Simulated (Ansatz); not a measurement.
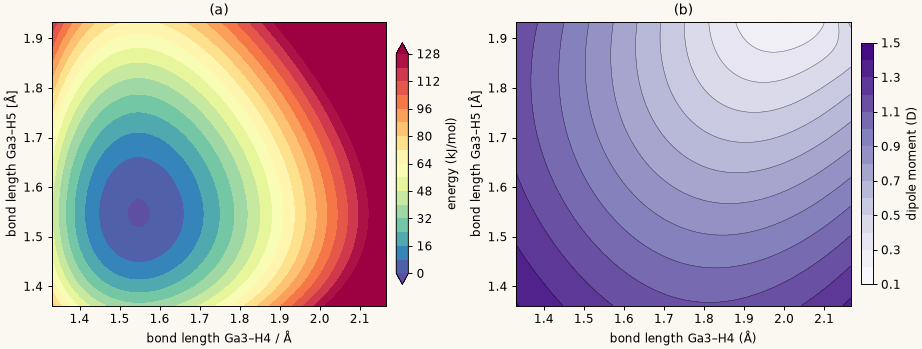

C2H2Ga, SMILES [C]#[C][GaH2], spin multiplicity 2. Coordinates scanned: (1) bond length Ga3–H4; (2) bond length Ga3–H5. Nothing is relaxed (all other coordinates rigid). Grid: 9 × 9 points. All energies are given in kJ/mol relative to the lowest grid point. Level of theory: UHF-MP2, frozen core/def2-TZVP in Ansatz 0.2.0.

Panel (a) is the energy and panel (b) the computed dipole moment on the same grid.

In the figure: filled contours, one colour for all values above the top of the scale. Between grid points the surface is interpolated.

**How does the dipole moment vary over the map, and what is it at the lowest grid point?**

Leaving out the highest fifth of the energies, it runs from 0.34 D at bond length Ga3–H4 = 1.852 Å, bond length Ga3–H5 = 1.934 Å to 1.41 D at bond length Ga3–H4 = 1.330 Å, bond length Ga3–H5 = 1.361 Å. At the lowest grid point, bond length Ga3–H4 = 1.539 Å, bond length Ga3–H5 = 1.576 Å, it is 1.00 D.
